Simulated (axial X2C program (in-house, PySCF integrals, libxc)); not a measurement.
Relativistic diatomic calculation for GaTi

GaTi, single determinant with Ω = 7/2 (not the lowest found). The distance is the PBE0 minimum at charge 0. Computed at this level: expectation values, HF and Kohn-Sham, two-component X2C with atomic mean-field Coulomb and Gaunt terms, Ga dyall-cv3z, Ti dyall-cv3z (cores contracted) (axial X2C program (in-house, PySCF integrals, libxc)).

### Summary

```
   quantity                                                                 value
    outcome                       converged; the levels of theory disagree widely
   hardware  1 thread of Arm Neoverse N1, 98 GiB of memory available, shared host
  wall time                                                                  11 s
peak memory                                                              0.53 GiB
```

### Input file
```
{"zs": [31, 22], "q": 0, "bas": ["dyall-cv3z", "dyall-cv3z"], "r0": 2.6, "levels": ["PBE0", "HF", "LDA", "BP86", "TPSSh"], "nst": 3}
```

The line is the task of a batch: nuclear charges, charge, bases, the levels to run, a first guess of the distance and further settings. This report covers the levels named above. The log is that of the reference distance, started from orbitals converged before.

The run was one of a batch that the task file lists, launched with:
```bash
python <driver script> task.json out
```

### The program's output
```
two-component X2C + atomic mean field  PBE0
basis functions 224  fitting functions 1278  grid points 5802
iter        total energy     max residual
   1      -2796.410242804     7.47e-06
   2      -2796.410242814     9.81e-06
   3      -2796.410242817     5.77e-06
   4      -2796.410242820     4.15e-06
   5      -2796.410242827     3.85e-06
   6      -2796.410242830     3.26e-06
   7      -2796.410242833     2.11e-06
   8      -2796.410242836     1.23e-06
   9      -2796.410242838     1.06e-06
converged
one-electron -4169.45738932  Coulomb 1345.82805869  exact exchange -28.94051691  xc functional -89.11669515  nuclear repulsion 146.11289791  atomic mean-field constant -0.83659806
```

### Expectation values by level of theory

```tsv
quantity	PBE0	HF	LDA	BP86	TPSSh
effective field for an electron dipole moment (GV/cm)	0.623	2.22	0.323	0.486	0.701
field gradient at the first nucleus (a.u.)	−2.12	−2.17	−1.85	−1.75	−2.13
field gradient at the second nucleus (a.u.)	0.0478	−0.187	−0.0295	−0.0448	−0.0226
A∥/gI, first nucleus (MHz)	−37.1	−131	−39.1	−41.5	−36.9
A∥/gI, second nucleus (MHz)	134	178	126	162	143
```

Each column comes from one determinant with 3 or more unpaired spinors, which can mix states, in a basis with contracted cores. The levels disagree widely: the effective field runs from 0.323 to 2.22 GV/cm, A∥/gI at the first nucleus runs from −131 to −36.9 MHz and the field gradient at the second nucleus runs from −0.187 to 0.0478 a.u. They may not all have settled in the same state, and these values aren't reliable properties of the molecule.

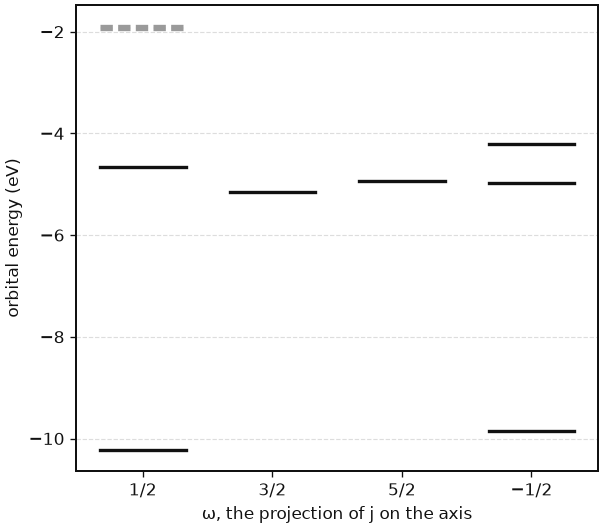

Orbital energies (PBE0) near the frontier at 2.47 Å, filled (solid) and empty (dashed). The highest filled spinor (−1/2; 58 % Ga p, 28 % Ti s) lies at −4.20 eV, the lowest empty one (1/2; 38 % Ga p, 34 % Ti d) at −1.95 eV.
